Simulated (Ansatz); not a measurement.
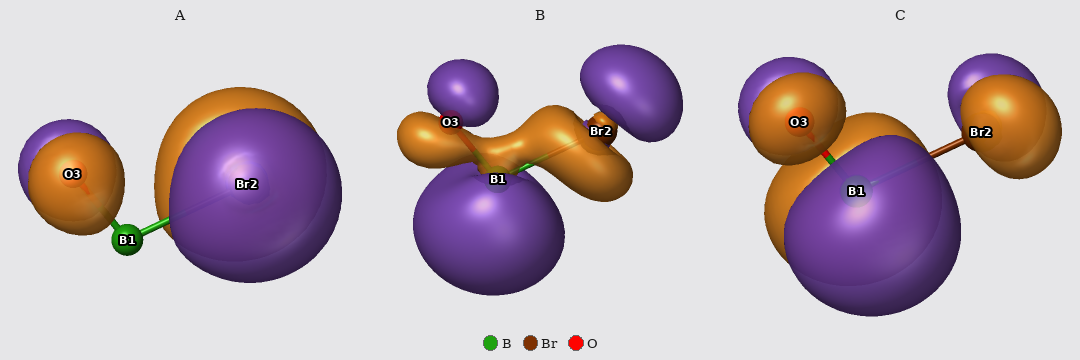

Figure. BBrO (SMILES O=BBr) (triplet). Three frontier orbitals at ±0.1 Å⁻³ᐟ² (orange and purple are the two phases), in no order.

Geometry: PBE0-D4/def2-TZVP.

Method: isolated molecule in a Gaussian basis; Kohn-Sham density functional theory, functional PBE0 in Ansatz.

Input file:

```
crystal:
  periodic: [false, false, false]
  atoms:
    - {symbol: B, position_ang: [1.028182, -0.354179, -0.667103]}
    - {symbol: Br, position_ang: [1.040740, 0.438467, 1.118206]}
    - {symbol: O, position_ang: [-0.235244, -0.530099, -0.936164]}
basis:
  gaussian:
    orbitals: def2-TZVPD
magnetization:
  spin_polarized: true
  initial_magnetization: 2
hamiltonian:
  xc: {name: PBE0}
output: {forces: true, orbitals: {seedname: orbitals}}
```

Command:

```sh
ansatz run input.yaml --threads 1 --pin off --max-ram 2610MiB --events-out events.jsonl --progress --plain --runs-dir runs
```

Q: Order the three orbitals by energy and name them. All are α orbitals.

A: A is the HOMO−1 (α) (−9.56 eV). Its weight (Hirshfeld) is mainly on Br2 (about 80 %) and O3 (about 15 %); it changes sign across the molecular plane (π type). B is the HOMO (α) (−7.07 eV). By Hirshfeld shares it lies mainly on B1 (about 65 %), Br2 (about 25 %) and O3 (about 15 %); it is symmetric in the molecular plane (an in-plane orbital: σ, lone-pair or in-plane π type). C is the LUMO (α) (−1.05 eV). It lies mainly on B1 (about 65 %), Br2 (about 15 %) and O3 (about 15 %); it changes sign across the molecular plane (π type).

Q: What is the gap between the highest occupied and lowest empty α orbitals?

A: 6.02 eV between the orbital energies.
